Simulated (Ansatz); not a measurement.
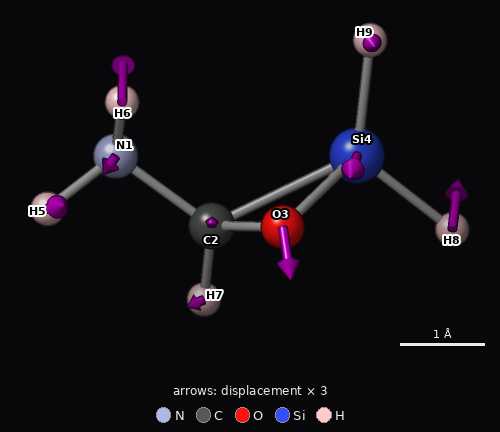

This is a relaxation of CH5NOSi (coarse preliminary run). The starting structure is drawn; purple arrows show the displacements, magnified 3 times. The two geometries are superimposed by the best rigid fit.

A ball-and-stick model, seen at a tilt.

The start comes from a force field.

The calculation used Ansatz, RKS PBE-D4/def2-SVP.

Input
```yaml
crystal:
  periodic: [false, false, false]
  atoms:
    - {symbol: N, position_ang: [-0.455700, 1.440000, -0.036500]}
    - {symbol: C, position_ang: [-0.519200, 0.057700, -0.377800]}
    - {symbol: O, position_ang: [-0.428200, -0.778300, 0.738400]}
    - {symbol: Si, position_ang: [1.055500, -1.022800, -0.131200]}
    - {symbol: H, position_ang: [-1.462900, 1.809500, 0.031400]}
    - {symbol: H, position_ang: [-0.103800, 1.625400, 0.882700]}
    - {symbol: H, position_ang: [-1.124100, -0.245900, -1.194400]}
    - {symbol: H, position_ang: [0.993600, -2.409200, -0.648000]}
    - {symbol: H, position_ang: [2.133300, -0.522800, 0.718300]}
basis:
  gaussian: {orbitals: def2-SVP}
hamiltonian: {xc: pbe, dispersion: d4}
relax: {f_tol: 0.03, max_steps: 200}
```

Command:
```bash
ansatz run in.yaml --threads 2 --pin off --events-out ev --progress --plain --max-ram 4352MiB
```

### Which element moves most?

Hydrogen: up to 0.38 Å, against 0.23 Å for oxygen.

### What did the optimiser do to the structure, and how much energy did it gain?

H6 moves most after the best rigid fit: 0.38 Å. Largest moves by element: H 0.38 Å, O 0.23 Å, Si 0.21 Å, N 0.10 Å, C 0.04 Å. Near-neighbour distances that change, for instance: C2–O3 1.398 → 1.523 Å, C2–Si4 1.926 → 1.845 Å, C2–H7 1.061 → 1.108 Å, N1–H5 1.075 → 1.028 Å. Among the angles between lasting bonds that change: O3–Si4–H8 105.7° → 118.1°, H8–Si4–H9 123.7° → 112.5°, O3–Si4–H9 106.9° → 116.9°. Groups turn about N1–C2 by about 25°. Over 7 accepted moves (8 points after the start) the energy falls by 0.510 eV. Largest force component: 3 eV/Å at the start, 0.018 eV/Å at the end. The line search rejected the trial step at point 6 of the run. Cost: 15 s on 2 threads of Arm Neoverse V1, on a shared host.
